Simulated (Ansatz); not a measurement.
```yaml
crystal:
  periodic: [false, false, false]
  atoms:
    - {symbol: S, position_ang: [-0.593964, 0.548094, -0.278551]}
    - {symbol: Zn, position_ang: [1.221525, -0.404282, 0.638343]}
    - {symbol: H, position_ang: [-0.766589, -0.721682, -0.491316]}
basis:
  gaussian: {orbitals: def2-TZVPP}
magnetization: {spin_polarized: true, initial_magnetization: 1}
correlation: {method: ccsd_t}
scf: {omitted_lower_state_checks: [cluster_reference]}
```

Geometry: moved along internal coordinates away from the minimum.

Work out the structure from the coordinates.

It has 3 atoms: 1 hydrogen, 1 sulfur and 1 zinc (HSZn). Its SMILES string is `[SH][Zn]`. It is an open-shell species. Coordination: 1 S bent.

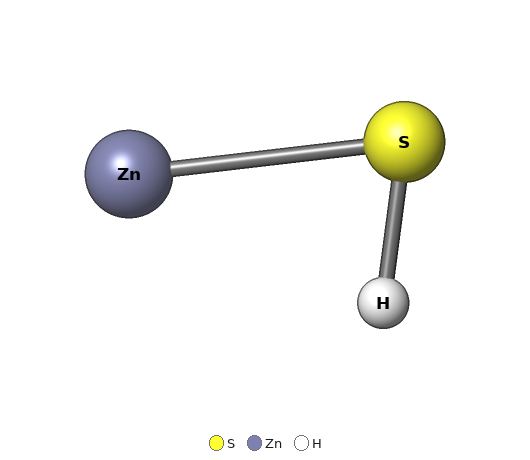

Source: calculation with Ansatz.
